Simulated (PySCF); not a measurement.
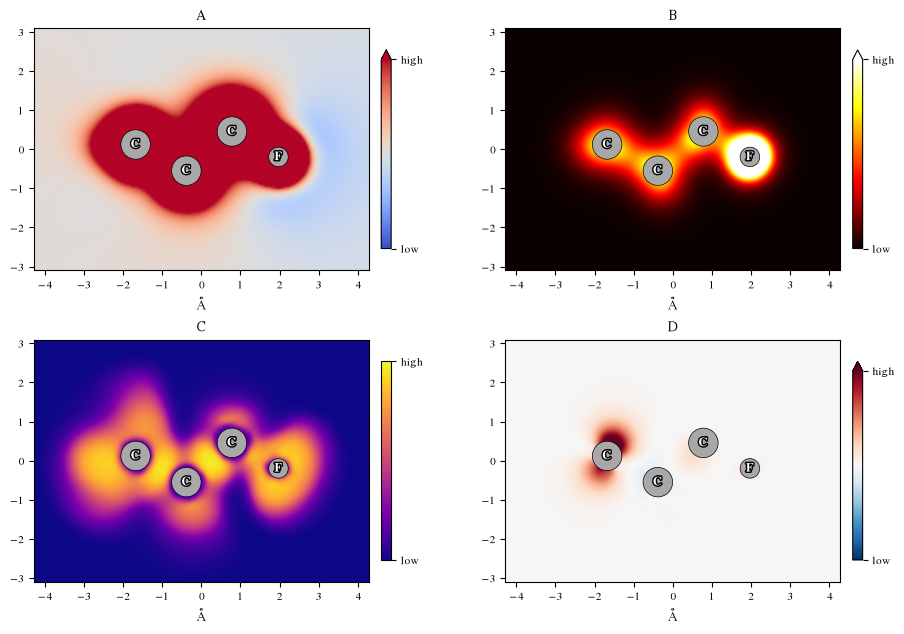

C3H5F2 (SMILES [CH2]CC(F)F) (doublet): 4 fields on the plane of atoms C2, C3 and F4, with unlabelled colour scales. Grey discs cover the atomic cores.

Geometry: GFN2-xTB.

Computed with UKS B3LYP, pcH-1 on C F H, non-relativistic, mean-field spin-orbit, GIAO (PySCF).

Which field does each panel show? The fields are: electron density, electron localisation function, electrostatic potential and spin density.

Panel A: electrostatic potential (strongly positive close to the atoms, with negative regions outside electron-rich atoms). Panel B: electron density. Panel C: electron localisation function. Panel D: spin density (confined to the atoms that carry the unpaired spin). From the grid: C–F (1.36 Å): the density is about 2.2 e/Å³ at the midpoint, with its minimum of 1.8 e/Å³ about 0.5 Å from C; the ELF peaks at about 0.85 between the atoms (a shared but strongly polarised pair). C–C (1.47 Å): ρ is about 1.8 e/Å³ halfway; the ELF peaks at about 0.95 between the atoms; a covalent bond.
